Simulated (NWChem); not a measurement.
**the pair ZnH2···BNH3F, step by step**

We compute the energy (singlet ZnBNH5F, B3LYP-D3(BJ)/6-31G*), then a single-point energy (singlet ZnH2, B3LYP-D3(BJ)/6-31G*), then the energy (singlet BNH3F, B3LYP-D3(BJ)/6-31G*), then the energy (singlet ZnH2, B3LYP-D3(BJ)/6-31G*), then the energy (singlet BNH3F, B3LYP-D3(BJ)/6-31G*) of BFH5NZn and its partners. 

The calculation is run with NWChem 7.3.0.

**1. The molecule**

ZnBNH5F has 9 atoms, charge 0, and is taken as a singlet. The two molecules were placed rigidly side by side, at 0.85 times their contact distance; the pair isn't optimised.

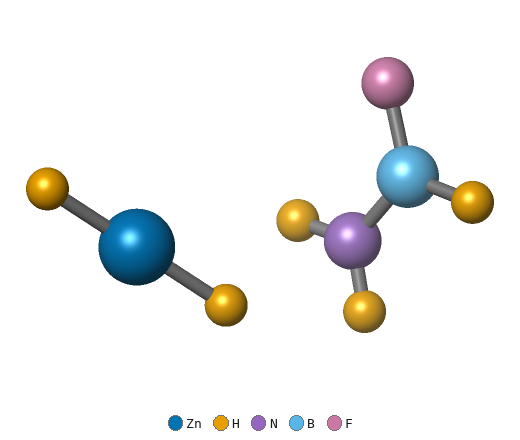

The structure, seen from a chosen angle (zinc blue, hydrogen amber, nitrogen purple, boron blue, fluorine pink).

**2. A single-point energy at B3LYP-D3(BJ)/6-31G(d) (spherical functions) (run 1)**

sp.nw

```
echo
start sp
title "BFH5NZn"
memory total 2200 mb

geometry units angstroms noautosym nocenter noautoz
  Zn      -0.000030       0.000000       0.000030
  H        0.594270       1.345800       0.469930
  H       -0.594230      -1.345800      -0.469970
  N       -0.880510      -3.202040       0.969990
  B       -1.922890      -3.012620       1.868960
  F       -1.655700      -2.527650       3.086450
  H       -1.026640      -3.562540       0.044730
  H        0.078070      -2.990240       1.191300
  H       -3.055580      -3.271820       1.584020
end

basis spherical bse
  * library 6-31G*
end

dft
  xc b3lyp
  disp vdw 4
  grid fine
  convergence energy 1e-08
  iterations 100
  mulliken
  print low
end

task dft
```

On the command line:

```bash
nwchem sp.nw > sp.out
```

Standard output:

```text
[...]
 d= 0,ls=0.0,diis     1  -1961.5367507285 -2.15D+03  1.21D-02  5.27D-01     2.7
[...]
 d= 0,ls=0.0,diis     8  -1961.6092741225 -8.57D-09  3.65D-06  3.40D-07    15.6
         Total DFT energy =    -1961.609274122482
      One electron energy =    -3111.198002657843
           Coulomb energy =     1054.152777027918
    Exchange-Corr. energy =      -94.619711490309
 Nuclear repulsion energy =      190.063675633588
    Dispersion correction =       -0.008012635835
[...]
      Total Density - Mulliken Population Analysis
     ---------------------------------------------
    Atom       Charge   Shell Charges
 -----------   ------   -------------------------------------------------------
    1 Zn  30    29.85   2.00  2.00  6.00  2.00  6.00  0.92  0.60  0.27  0.16  6.77  3.12  0.00
    2 H    1     1.09   0.49  0.60
    3 H    1     1.09   0.49  0.60
    4 N    7     7.70   2.00  0.77  2.58  0.78  1.55  0.02
    5 B    5     4.59   2.00  0.52  1.42  0.26  0.28  0.12
    6 F    9     9.28   2.00  0.93  3.33  0.99  2.01  0.01
    7 H    1     0.66   0.51  0.16
    8 H    1     0.67   0.51  0.16
    9 H    1     1.08   0.53  0.55
[...]
```

Run time: 17 s. Hardware: 1 thread of Intel Xeon Platinum 8488C (Sapphire Rapids), shared host; peak memory 0.12 GiB.

**3. ZnH2: a single-point energy at B3LYP-D3(BJ)/6-31G(d) (spherical functions) (run 2)**

mol.nw

```
start mol
title "H2Zn"
memory total 2200 mb

geometry units atomic noautosym nocenter noautoz
  Zn    -0.00005669     0.00000000     0.00005669
  H      1.12300754     2.54319342     0.88803900
  H     -1.12293196    -2.54319342    -0.88811459
end

basis spherical bse
  * library 6-31G*
end

dft
  xc b3lyp
  disp vdw 4
  grid fine
  convergence energy 1e-08
  maxiter 100
  mulliken
  print low
end

task dft energy
```

On the command line:

```bash
nwchem mol.nw > mol.out
```

Standard output:

```text
[...]
 d= 0,ls=0.0,diis     1  -1780.2513113312 -1.80D+03  1.33D-02  4.74D-02     0.9
[...]
 d= 0,ls=0.0,diis     7  -1780.2658783886 -2.34D-09  1.11D-07  2.79D-11     3.6
         Total DFT energy =    -1780.265878388620
      One electron energy =    -2524.636935667265
           Coulomb energy =      795.587424066569
    Exchange-Corr. energy =      -71.944998908176
 Nuclear repulsion energy =       20.729909723335
    Dispersion correction =       -0.001277603083
[...]
      Total Density - Mulliken Population Analysis
     ---------------------------------------------
    Atom       Charge   Shell Charges
 -----------   ------   -------------------------------------------------------
    1 Zn  30    29.83   2.00  2.00  6.00  2.00  6.00  0.91  0.60  0.27  0.15  6.77  3.12  0.00
    2 H    1     1.09   0.49  0.60
    3 H    1     1.09   0.49  0.60
[...]
```

Wall time 4.8 s (1 thread of Intel Xeon Platinum 8488C (Sapphire Rapids), shared host); peak memory 0.11 GiB.

**4. BNH3F: a single-point energy at B3LYP-D3(BJ)/6-31G(d) (spherical functions) (run 3)**

work.nw

```
start work
title "BFH3N"
memory total 2200 mb
geometry units au noautosym nocenter noautoz
  N  -1.66392275 -6.05097864  1.83301544
  B  -3.63373547 -5.69302672  3.53182254
  F  -3.12881954 -4.77656624  5.83254520
  H  -1.94006843 -6.73222491  0.08452745
  H   0.14753092 -5.65073465  2.25123073
  H  -5.77420935 -6.18284373  2.99336398
end
basis spherical bse
  N library 6-31G*
  B library 6-31G*
  F library 6-31G*
  H library 6-31G*
end
dft
  xc b3lyp
  disp vdw 4
  grid fine
  convergence energy 1e-08
  iterations 100
  mulliken
  print low
end
task dft energy
```

On the command line:

```bash
nwchem work.nw > work.out
```

Standard output:

```text
[...]
 d= 0,ls=0.0,diis     1   -181.2902638057 -2.46D+02  1.85D-02  4.76D-01     0.7
[...]
 d= 0,ls=0.0,diis     8   -181.3473480650 -6.13D-09  4.05D-06  8.61D-08     3.7
         Total DFT energy =     -181.347348064958
      One electron energy =     -378.259182550753
           Coulomb energy =      154.401782527791
    Exchange-Corr. energy =      -22.666796203171
 Nuclear repulsion energy =       65.180694877207
    Dispersion correction =       -0.003846716031
[...]
      Total Density - Mulliken Population Analysis
     ---------------------------------------------
    Atom       Charge   Shell Charges
 -----------   ------   -------------------------------------------------------
    1 N    7     7.71   2.00  0.77  2.58  0.78  1.57  0.02
    2 B    5     4.60   2.00  0.52  1.41  0.26  0.28  0.12
    3 F    9     9.27   2.00  0.93  3.33  0.99  2.01  0.01
    4 H    1     0.67   0.51  0.16
    5 H    1     0.67   0.51  0.17
    6 H    1     1.08   0.53  0.56
[...]
```

It took 4.5 s on 1 thread of Intel Xeon Platinum 8488C (Sapphire Rapids), shared host; peak memory 0.12 GiB.

**5. ZnH2 among ghost functions: a single-point energy at B3LYP-D3(BJ)/6-31G(d) (spherical functions, with ghost functions) (run 4)**

calc.nw

```
start calc
memory total 2200 mb
charge 0
geometry noautosym nocenter noautoz
  Zn   -0.000030    0.000000    0.000030
  H     0.594270    1.345800    0.469930
  H    -0.594230   -1.345800   -0.469970
  bqN     -0.880510    -3.202040     0.969990
  bqB     -1.922890    -3.012620     1.868960
  bqF     -1.655700    -2.527650     3.086450
  bqH     -1.026640    -3.562540     0.044730
  bqH      0.078070    -2.990240     1.191300
  bqH     -3.055580    -3.271820     1.584020
end
basis spherical bse
  Zn library 6-31G*
  H library 6-31G*
  bqN library N 6-31G*
  bqB library B 6-31G*
  bqF library F 6-31G*
  bqH library H 6-31G*
end
dft
  xc b3lyp
  disp vdw 4
  grid fine
  convergence energy 1e-08
  maxiter 100
  mulliken
  print low
end
task dft energy
```

On the command line:

```bash
nwchem calc.nw > calc.out
```

Standard output:

```text
[...]
 d= 0,ls=0.0,diis     1  -1780.2520379850 -1.80D+03  5.99D-03  4.82D-02     2.5
[...]
 d= 0,ls=0.0,diis     7  -1780.2666930172 -2.42D-09  5.57D-08  3.12D-11    13.4
         Total DFT energy =    -1780.266693017246
      One electron energy =    -2524.617330484393
           Coulomb energy =      795.565888205212
    Exchange-Corr. energy =      -71.943884366958
 Nuclear repulsion energy =       20.729911231991
    Dispersion correction =       -0.001277603098
[...]
      Total Density - Mulliken Population Analysis
     ---------------------------------------------
    Atom       Charge   Shell Charges
 -----------   ------   -------------------------------------------------------
    1 Zn  30    29.82   2.00  2.00  6.00  2.00  6.00  0.92  0.60  0.27  0.14  6.77  3.12  0.00
    2 H    1     1.09   0.49  0.60
    3 H    1     1.09   0.49  0.60
    4 X    0    -0.00   0.00  0.00 -0.00 -0.00 -0.00  0.00
    5 X    0     0.00  -0.00 -0.00 -0.00  0.00  0.00  0.00
    6 X    0    -0.00   0.00  0.00 -0.00 -0.00 -0.00 -0.00
    7 X    0     0.00  -0.00  0.00
    8 X    0     0.00   0.00  0.00
    9 X    0    -0.00  -0.00 -0.00
[...]
```

Run time: 14 s. Hardware: 1 thread of Intel Xeon Platinum 8488C (Sapphire Rapids), shared host; peak memory 0.12 GiB.

**6. BNH3F among ghost functions: the energy at B3LYP-D3(BJ)/6-31G(d) (spherical functions, with ghost functions) (run 5)**

bfh3n.nw

```
start bfh3n
memory stack 880 mb heap 220 mb global 1100 mb
geometry units angstrom noautosym nocenter noautoz
 N     -0.880510    -3.202040     0.969990
 B     -1.922890    -3.012620     1.868960
 F     -1.655700    -2.527650     3.086450
 H     -1.026640    -3.562540     0.044730
 H      0.078070    -2.990240     1.191300
 H     -3.055580    -3.271820     1.584020
 bqZn    -0.000030     0.000000     0.000030
 bqH      0.594270     1.345800     0.469930
 bqH     -0.594230    -1.345800    -0.469970
end
basis spherical bse
 N library 6-31G*
 B library 6-31G*
 F library 6-31G*
 H library 6-31G*
 bqZn library Zn 6-31G*
 bqH library H 6-31G*
end
dft
 xc b3lyp
 disp vdw 4
 grid fine
 convergence energy 1e-08
 iterations 100
 mulliken
 print low
end
task dft
```

On the command line:

```bash
nwchem bfh3n.nw > bfh3n.out
```

Standard output:

```text
[...]
 d= 0,ls=0.0,diis     1   -181.2921396377 -2.46D+02  1.03D-02  4.76D-01     2.0
[...]
 d= 0,ls=0.0,diis     8   -181.3495103102 -6.03D-09  2.38D-06  9.88D-08    14.4
         Total DFT energy =     -181.349510310168
      One electron energy =     -378.199796594244
           Coulomb energy =      154.333958483697
    Exchange-Corr. energy =      -22.660525102603
 Nuclear repulsion energy =       65.180699619118
    Dispersion correction =       -0.003846716135
[...]
      Total Density - Mulliken Population Analysis
     ---------------------------------------------
    Atom       Charge   Shell Charges
 -----------   ------   -------------------------------------------------------
    1 N    7     7.71   2.00  0.77  2.58  0.79  1.56  0.02
    2 B    5     4.58   2.00  0.53  1.41  0.25  0.27  0.12
    3 F    9     9.27   2.00  0.93  3.33  0.99  2.01  0.01
    4 H    1     0.66   0.51  0.16
    5 H    1     0.66   0.51  0.15
    6 H    1     1.08   0.53  0.55
    7 X    0     0.04  -0.00 -0.00  0.00 -0.00  0.00 -0.00 -0.00  0.01  0.02 -0.00  0.00  0.00
    8 X    0     0.00  -0.00  0.00
    9 X    0     0.00  -0.00  0.00
[...]
```

Run time: 15 s. Hardware: 1 thread of Intel Xeon Platinum 8488C (Sapphire Rapids), shared host; peak memory 0.12 GiB.

**7. Results**

| quantity | value |
| --- | --- |
| run 1, B3LYP-D3(BJ)/6-31G*: total energy | -1961.60927 Eh |
| run 1, B3LYP-D3(BJ)/6-31G*: dispersion energy | -21.04 kJ/mol |
| ZnH2: total energy | -1780.26588 Eh |
| ZnH2: dispersion energy | -3.35 kJ/mol |
| BNH3F: total energy | -181.34735 Eh |
| BNH3F: dispersion energy | -10.10 kJ/mol |
| ZnH2 among ghost functions: total energy | -1780.26669 Eh |
| ZnH2 among ghost functions: dispersion energy | -3.35 kJ/mol |
| BNH3F among ghost functions: total energy | -181.34951 Eh |
| BNH3F among ghost functions: dispersion energy | -10.10 kJ/mol |
| interaction energy of the rigid parts ZnH2 and BNH3F (parts in their own basis; closest atoms 2.32 Å apart) | 0.108 eV |
| interaction energy of the rigid parts ZnH2 and BNH3F (parts in the whole basis, counterpoise; closest atoms 2.32 Å apart) | 0.189 eV |

The interaction energy of the rigid parts ZnH2 and BNH3F (parts in their own basis; closest atoms 2.32 Å apart) is 0.11 eV (10.4 kJ/mol): the parts repel at this shape. Without counterpoise this holds the superposition error of the basis. The interaction energy of the rigid parts ZnH2 and BNH3F (parts in the whole basis, counterpoise; closest atoms 2.32 Å apart) is 0.19 eV (18.2 kJ/mol): the parts repel at this shape. The basis-set superposition error is 7.8 kJ/mol. Mulliken charges (run 1, B3LYP-D3(BJ)/6-31G*) run from -0.70 on N4 to +0.41 on B5; they depend strongly on the basis. Mulliken charges (ZnH2) run from -0.09 on H2 to +0.17 on Zn1. Mulliken charges (BNH3F) run from -0.71 on N1 to +0.40 on B2.
